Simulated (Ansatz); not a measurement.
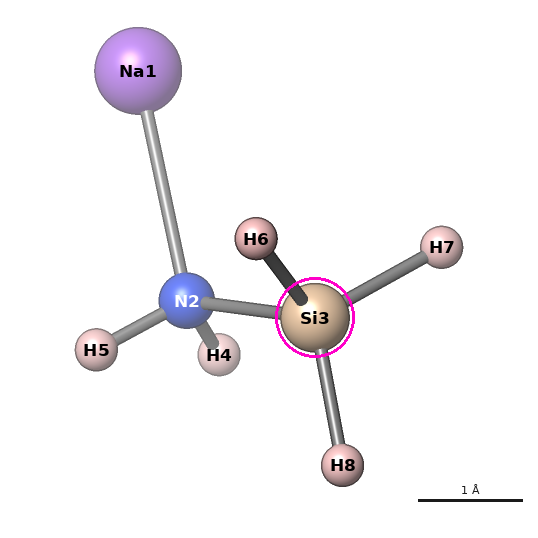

Orthographic view. Depth is shown by fading: the farther an atom, the more it takes the colour of the background. State: charge +1, singlet. The computed structure is the end point of a PBE-D4/def2-SVP optimisation. No frequency run is at hand to confirm it as a minimum.

Question: Name the neighbours of the circled atom.

Answer: The circled atom is Si3; it is bonded to N2, H6, H7, H8.

Question: Which atom is nearest the viewer?

Answer: H6, 1.8 Å in front of the mean position.

Question: Of N2 and Si3, which is nearer the viewer?

Answer: Si3; the bond to N2 points away from the viewer, so it looks shorter than its 1.82 Å.

Question: Which two atoms are farthest apart in space?

Answer: Na1 and H8, 4.87 Å.
